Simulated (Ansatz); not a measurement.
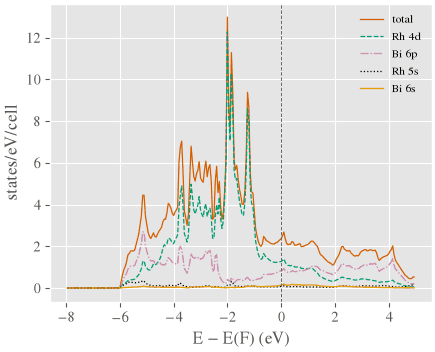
*Total and projected density of states of BiRh (NiAs type, space group No. 194), plane-wave PAW r²SCAN (Ansatz code)*

Question: Which orbitals carry the states next to the Fermi level?

Answer: Within 0.5 eV of the Fermi level: Rh 4d 55 %, Bi 6p 34 %, Bi 6s 6 %. Projections are on Löwdin-orthogonalised atomic valence shells; empty p or d shells of many metals are not among them.

Question: Where is the tallest occupied peak in this window, and what makes it?

Answer: Near -2.0 eV, about 13 states/eV per cell; the largest projected share is Rh 4d.

Space group P6_3/mmc (NiAs type). The first step of the workflow began from a Materials Project structure, measured or hypothetical; the Crystallography Open Database files this formula in space group No. 194, but the cells were not matched. Its standing as an ambient phase is unchecked. The cell was relaxed with r²SCAN under the symmetry of its start; whether a distortion lowers the energy is not shown. No spin polarisation was allowed. Spin–orbit coupling is left out wherever it is not named.

Potentials: the later of the program's two PAW sets.
